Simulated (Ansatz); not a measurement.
A series of calculations on CH₆OSi

## 1. Relaxation

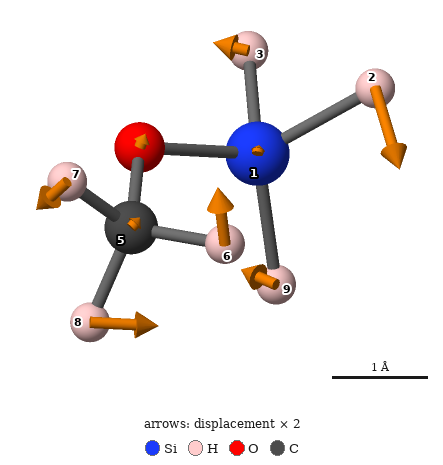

A relaxation of CH6OSi. The starting structure is drawn; orange arrows show the displacements, magnified 2 times. The two geometries are superimposed by the best rigid fit.

The picture is a ball-and-stick view, seen from a free direction.

The run prepares an end point of a later path (reaction) calculation, from a guessed geometry.

Level of theory: RKS PBE/def2-SVP in Ansatz. Set-up: no spin polarisation; force threshold 0.03 eV/Å; at most 50 steps.

What did the optimiser do to the structure, and how much energy did it gain?

Answer. The atom that moves furthest after the best rigid fit is an H atom (0.51 Å). Largest moves by element: H 0.51 Å, O 0.08 Å, C 0.07 Å, Si 0.05 Å. Among the contacts that change: H–Si 1.461 → 1.510 Å, O–Si 1.674 → 1.680 Å, H–Si 1.505 → 1.510 Å, C–O 1.418 → 1.413 Å. Bond angles that change, for instance: H–Si–H 82.4° → 110.2°, H–Si–H 114.4° → 108.2°, H–Si–H 115.9° → 109.9°. After 8 geometry steps the energy has fallen by 48.1 kJ/mol. Largest force component: 1.3 eV/Å at the start, 0.029 eV/Å at the end.

## 2. Relaxation

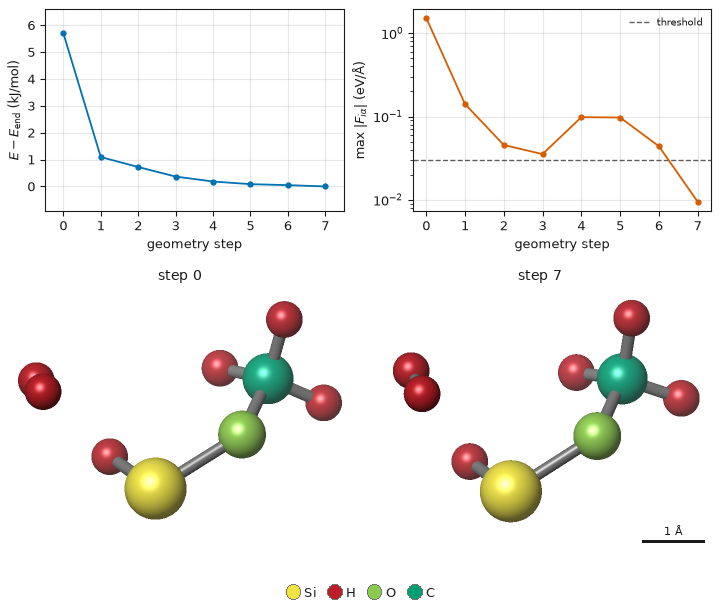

First and last geometry of a relaxation of CH6OSi, with the history of the run. The picture is a ball-and-stick view, seen at a tilt.

The run prepares an end point of a later path (reaction) calculation, from a guessed geometry.

Method: Ansatz, RKS PBE/def2-SVP. Settings: no spin polarisation; force threshold 0.03 eV/Å; at most 50 steps.

Question: Did the run converge, and what did it change?

Answer: It converged. The largest move after the best rigid fit is that of an H atom, 0.33 Å. By element the largest moves are H 0.33 Å, C 0.11 Å, Si 0.09 Å, O 0.09 Å. Some distances before and after: H–H 0.724 → 0.778 Å, H–Si 1.579 → 1.573 Å. Over 7 geometry steps the energy falls by 5.70 kJ/mol. The largest force component goes from 1.5 to 0.0095 eV/Å. Cost: 17 s on 1 thread of Arm Neoverse V1, on a shared host, peak memory 0.13 GiB.

Limits of the set-up: the start holds two separate molecules, 2.4 Å apart at their closest, whose relative position is a soft coordinate and is computed without a dispersion correction.

## 3. Path

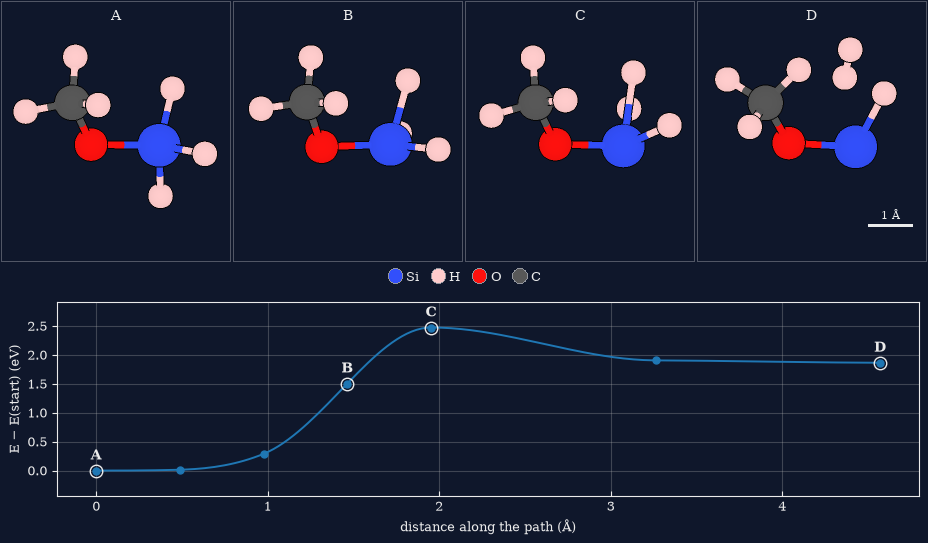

A nudged-elastic-band calculation for CH$_{6}$OSi. Images are numbered from 0 (start) to 6 (end). Frames A to D are images 0, 3, 4, 6. A ball-and-stick model, seen from a free direction.

All numbers below come from RKS PBE/def2-SVP in Ansatz. Settings: 5 movable images; climbing image; force threshold 0.03 eV/Å; iteration limit 60; starting path through a guess of the saddle point.

What happens along the path, and what is the barrier?

Breaking: 2 H–Si (1.50–1.51 → 2.38–2.59 Å). Forming: H–H (2.47 → 0.78 Å). The highest point, image 4, lies 2.47 eV above the start and 0.61 eV above the end; the end is at +1.86 eV relative to the start. The band converged in 29 iterations. The largest component of the band force went from 5 to 0.03 eV/Å. The climbing image converged on the top of the path. Its vibrational analysis gives one imaginary mode (1083i cm⁻¹), as a transition state must have.
